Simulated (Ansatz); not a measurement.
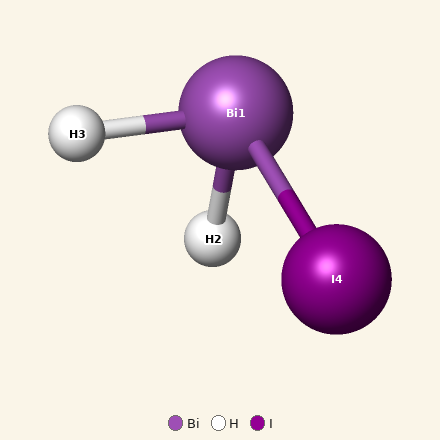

The system is BiH₂I with the probe HF; the picture shows it without the atoms that are moved over the map. The probe is moved over a plane parallel to the molecule's main plane, 2.64 Å above it. Coordinates scanned: (1) x of the probe's F atom; (2) y of the probe's F atom. Nothing is relaxed (molecule and probe rigid, the probe upright with F nearest the plane). Grid: 15 × 13 points; 105 points were computed and 90 follow by symmetry. Energies are in kcal/mol, from the lowest grid point. Theory: Ansatz, RHF-MP2, frozen core/def2-SVPD.

Range: x of the probe's F atom from −3.43 to 3.43 Å; y of the probe's F atom from −2.94 to 2.94 Å.

What landscape does the calculation give?

Answer. The lowest grid point is at x of the probe's F atom = −2.45 Å, y of the probe's F atom = 0.00 Å. It is the only kind of minimum in the scanned range. The highest grid point, x of the probe's F atom = 2.45 Å, y of the probe's F atom = 0.00 Å, lies 15.6 kcal/mol above the lowest. Near the minimum the curvatures are about 0.007 and 0.035 eV/Å² along the soft and the stiff direction.

```
y of the probe's F atom ↓, x of the probe's F atom →  −3.43  −2.94  −2.45  −1.96  −1.47  −0.98  −0.49  0.00  0.49  0.98  1.47  1.96  2.45  2.94  3.43
                                                2.94    0.6    0.5    0.4    0.3    0.2    0.2    0.3   0.4   0.6   0.8   1.0   1.1   1.2   1.1   1.1
                                                2.45    0.5    0.4    0.2    0.2    0.1    0.1    0.2   0.3   0.5   0.8   1.1   1.4   1.4   1.3   1.1
                                                1.96    0.4    0.3    0.1    0.1    0.1    0.2    0.3   0.4   0.6   1.2   1.9   2.4   2.4   2.0   1.4
                                                1.47    0.3    0.2    0.1    0.1    0.3    0.5    0.5   0.6   1.1   2.1   3.6   4.8   4.8   3.7   2.3
                                                0.98    0.3    0.1    0.0    0.1    0.4    0.6    0.6   0.8   1.7   3.8   6.7   9.0   9.0   6.7   3.7
                                                0.49    0.2    0.1    0.0    0.1    0.4    0.5    0.6   1.0   2.4   5.5   9.9  13.5  13.5   9.9   5.3
                                                0.00    0.2    0.1    0.0    0.1    0.3    0.5    0.6   1.0   2.6   6.2  11.4  15.6  15.6  11.4   6.0
                                               −0.49    0.2    0.1    0.0    0.1    0.4    0.5    0.6   1.0   2.4   5.5   9.9  13.5  13.5   9.9   5.3
                                               −0.98    0.3    0.1    0.0    0.1    0.4    0.6    0.6   0.8   1.7   3.8   6.7   9.0   9.0   6.7   3.7
                                               −1.47    0.3    0.2    0.1    0.1    0.3    0.5    0.5   0.6   1.1   2.1   3.6   4.8   4.8   3.7   2.3
                                               −1.96    0.4    0.3    0.1    0.1    0.1    0.2    0.3   0.4   0.6   1.2   1.9   2.4   2.4   2.0   1.4
                                               −2.45    0.5    0.4    0.2    0.2    0.1    0.1    0.2   0.3   0.5   0.8   1.1   1.4   1.4   1.3   1.1
                                               −2.94    0.6    0.5    0.4    0.3    0.2    0.2    0.3   0.4   0.6   0.8   1.0   1.1   1.2   1.1   1.1
```

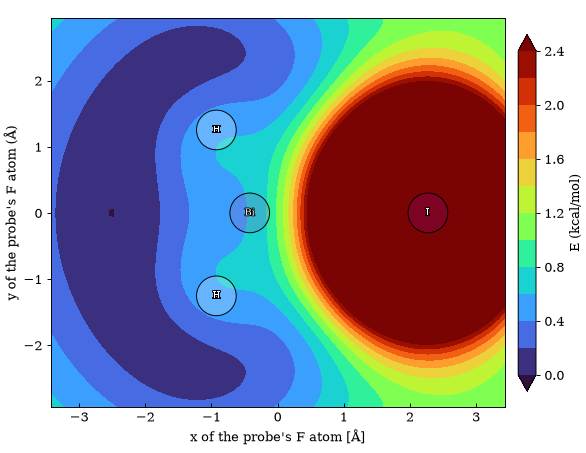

In the figure: filled contours, labelled circles for the molecule's atoms, projected on the plane, one colour for all values above the top of the scale. Between grid points the surface is interpolated.

The whole map (105 points run) took 28 min on 1 thread of Arm Neoverse N1, with other jobs on the host.
